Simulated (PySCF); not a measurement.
# S2F2 (Thio-thionyl fluoride) at 5 levels

Wanted: a comparison of 5 runs (MP2/STO-3G, CCSDT/STO-3G, CISD/STO-3G, CCSD(T)/STO-3G, FCI/STO-3G) of S2F2 (Thio-thionyl fluoride). 

The results are computed with PySCF 2.14.0.

8 further runs of the same task are left out: 8 set aside as unsound or not needed.

### Step 1. The structure to begin with

S2F2: 4 atoms, total charge 0, spin state singlet. SMILES: `FS(F)=S`. The F1–S2 distance was set to 2.522 Å, away from the relaxed value. At this shape a bond of the SMILES string is far longer than usual.

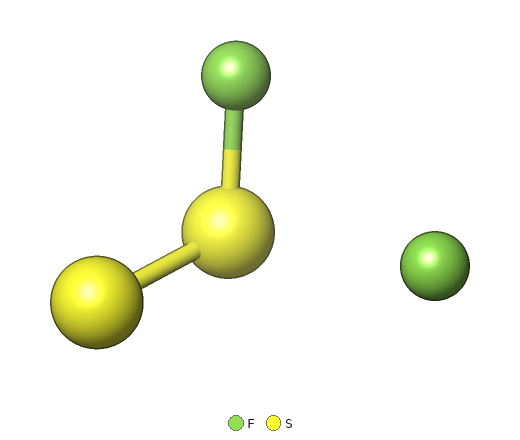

The structure, seen from a chosen angle (fluorine green, sulfur yellow).

### Step 2. The energy at MP2/STO-3G (run 1)

run.py

```python
from pyscf import gto, mp

mol = gto.Mole()
mol.atom = '''
F      2.659315     1.037579     3.288320
S     -0.972661    -0.138366     0.436583
F      0.629335    -2.699512    -0.550987
S     -1.105376     2.192252    -2.223357
'''
mol.basis = 'sto-3g'
mol.verbose = 3
mol.max_memory = 1860
mol.spin = 0
mol.unit = 'bohr'
mol.build()

myscf = mol.RHF()
myscf.conv_tol = 1e-10
myscf.kernel()
if not myscf.converged:
    myscf = myscf.newton().run(myscf.mo_coeff, myscf.mo_occ)

pt = mp.MP2(myscf, frozen=12).run()
energy = pt.e_tot
print('Final energy', energy)
```

The run is started by

```console
$ OMP_NUM_THREADS=1 python run.py
```

Output:

```text
converged SCF energy = -982.097771505145
E(RMP2) = -982.316543873276  E_corr = -0.218772368131718
E(SCS-RMP2) = -982.345517365103  E_corr = -0.247745859958248
Final energy -982.3165438732764
```

Wall time 0.76 s (1 thread of Arm Neoverse V1, shared host); peak memory 0.12 GiB.

### Step 3. A single-point energy at CCSDT/STO-3G (run 2)

run.py

```python
from pyscf import gto, cc

mol = gto.Mole()
mol.atom = 'F 1.407249 0.549063 1.740104; S -0.514710 -0.073220 0.231030; F 0.333030 -1.428520 -0.291570; S -0.584940 1.160090 -1.176550'
mol.max_memory = 1860
mol.basis = 'sto-3g'
mol.spin = 0
mol.verbose = 3
mol.build()

mf = mol.RHF()
mf.conv_tol = 1e-10
mf.kernel()
if not mf.converged:
    mf = mf.newton().run(mf.mo_coeff, mf.mo_occ)

mycc = cc.CCSDT(mf, frozen=12)
mycc.kernel()
e_tot = mycc.e_tot
print('E = %.10f Eh' % e_tot)
```

The run is started by

```console
$ OMP_NUM_THREADS=1 python run.py
```

Output:

```text
converged SCF energy = -982.097771562716
_make_eris_incore_RCCSDT

WARN: A large `blksize` is being used, which may cause large memory consumption
      for storing contraction intermediates. If memory is sufficient, consider using
      `pyscf.cc.rccsdt_highm.RCCSDT` instead.

RCCSDT converged
E(RCCSDT) = -982.3919892164164   E_corr = -0.2942176537000126
E_corr(same-spin) = -0.0166054165675426
E_corr(oppo-spin) = -0.27761223713247
E = -982.3919892164 Eh
```

It took 6.6 s on 1 thread of Arm Neoverse V1, shared host; peak memory 0.12 GiB.

Run 3 isn't shown in full; the table further down has it.

### Step 4. The energy at CCSD(T)/STO-3G (run 4)

start.xyz

```xyz
4

F      1.407249     0.549063     1.740104
S     -0.514710    -0.073220     0.231030
F      0.333030    -1.428520    -0.291570
S     -0.584940     1.160090    -1.176550
```

job.py

```python
from pyscf import gto, scf, cc

mol = gto.M(
    atom='start.xyz',
    verbose=3,
    basis='sto-3g',
    charge=0,
    max_memory=1860,
)

mf = scf.RHF(mol)
mf.conv_tol = 1e-10
mf.kernel()
if not mf.converged:
    mf = mf.newton().run(mf.mo_coeff, mf.mo_occ)

mycc = cc.CCSD(mf, frozen=12)
mycc.kernel()
e_t = mycc.ccsd_t()
etot = mycc.e_tot + e_t
print('E(%s) = %.9f' % ('CCSD(T)', etot))
```

The run is started by

```console
$ OMP_NUM_THREADS=1 python job.py
```

Output:

```text
converged SCF energy = -982.097771562716
E(CCSD) = -982.3761980842984  E_corr = -0.2784265215820322
CCSD(T) correction = -0.0214776339325046
E(CCSD(T)) = -982.397675718
```

It took 1 s on 1 thread of Arm Neoverse V1, shared host; peak memory 0.1 GiB.

### Step 5. A single-point energy at FCI/STO-3G (run 5)

run.py

```python
from pyscf import gto, scf, mcscf
from pyscf import fci

mol = gto.Mole()
mol.atom = [
    ('F', (1.407249, 0.549063, 1.740104)),
    ('S', (-0.514710, -0.073220, 0.231030)),
    ('F', (0.333030, -1.428520, -0.291570)),
    ('S', (-0.584940, 1.160090, -1.176550)),
]
mol.spin = 0
mol.basis = 'sto-3g'
mol.max_memory = 1860
mol.verbose = 4
mol.build()

myscf = scf.RHF(mol)
myscf.conv_tol = 1e-10
myscf.kernel()
if not myscf.converged:
    myscf = myscf.newton().run(myscf.mo_coeff, myscf.mo_occ)

cas = mcscf.CASCI(myscf, myscf.mo_coeff.shape[-1] - 12, (mol.nelec[0] - 12, mol.nelec[1] - 12))  # full CI above the frozen core
cas.fcisolver = fci.direct_spin0.FCI(mol)  # even spin states alone
cas.kernel()
print('<S^2> = %.4f' % cas.fcisolver.spin_square(cas.ci, cas.ncas, cas.nelecas)[0])
energy = cas.e_tot
print('Final energy', energy)
```

The run is started by

```console
$ OMP_NUM_THREADS=1 python run.py
```

Output:

```text
PySCF version 2.14.0

[... 70 lines left out ...]
converged SCF energy = -982.097771562716
[... 1 line left out ...]
******** <class 'pyscf.mcscf.casci.CASCI'> ********
CAS (13e+13e, 16o), ncore = 12, nvir = 0
natorb = False
canonicalization = True
sorting_mo_energy = False
******** <class 'pyscf.fci.direct_spin0.FCISolver'> ********
max. cycles = 100
conv_tol = 1e-10
davidson only = False
linear dependence = 1e-14
level shift = 0.001
max iter space = 12
nroots = 1
pspace_size = 400
spin = None
Density matrix diagonal elements [1.99761497 1.99978065 1.99477675 1.98871072 1.9921122  1.9912846
 1.95110375 1.98614242 1.99856553 1.97470042 1.94757972 1.95359076
 1.26042586 0.80640835 0.10528557 0.05191773]
CASCI converged
CASCI E = -982.392793028847  E(CI) = -120.923523729113  S^2 = 0.0000000
<S^2> = 0.0000
Final energy -982.3927930288473
```

Wall time 53 s (1 thread of Arm Neoverse V1, shared host); peak memory 0.19 GiB.

### Step 6. Overview of the runs

| run | level | energy (Eh) | dipole moment (D) of the reference | HOMO energy (eV) | LUMO energy (eV) | wall time |
| --- | --- | --- | --- | --- | --- | --- |
| 1 | MP2/STO-3G | -982.316544 | 1.70 | -4.87 | 1.63 | 0.76 s |
| 2 | CCSDT/STO-3G | -982.391989 | 1.70 | -4.87 | 1.63 | 6.6 s |
| 3 | CISD/STO-3G | -982.345832 | 1.70 | -4.87 | 1.63 | 0.74 s |
| 4 | CCSD(T)/STO-3G | -982.397676 | 1.70 | -4.87 | 1.63 | 1 s |
| 5 | FCI/STO-3G | -982.392793 | 1.70 | -4.87 | 1.63 | 53 s |

### Step 7. Outcome

| quantity | value |
| --- | --- |
| run 5: total energy | -982.39279 Eh |
| run 5: dipole moment (Hartree–Fock density) | 1.70 D |
| run 5: HOMO energy (Hartree–Fock orbitals) | -4.87 eV |
| run 5: LUMO energy (Hartree–Fock orbitals) | 1.63 eV |
| run 5: HOMO–LUMO gap (Hartree–Fock orbitals) | 6.50 eV |
| run 5: correlation energy (12 core orbitals frozen) | -295.0 mEh |

In words: Against full CI in this basis: MP2 +76.2 mEh; CCSDT +0.8 mEh; CISD +47.0 mEh; CCSD(T) -4.9 mEh. In run 4 the T1 diagnostic is large, so a single reference may not serve. In runs 1, 2, 3, 4, 5 the basis is minimal, so the values are rough. All runs together took 62 s, the longest 53 s.
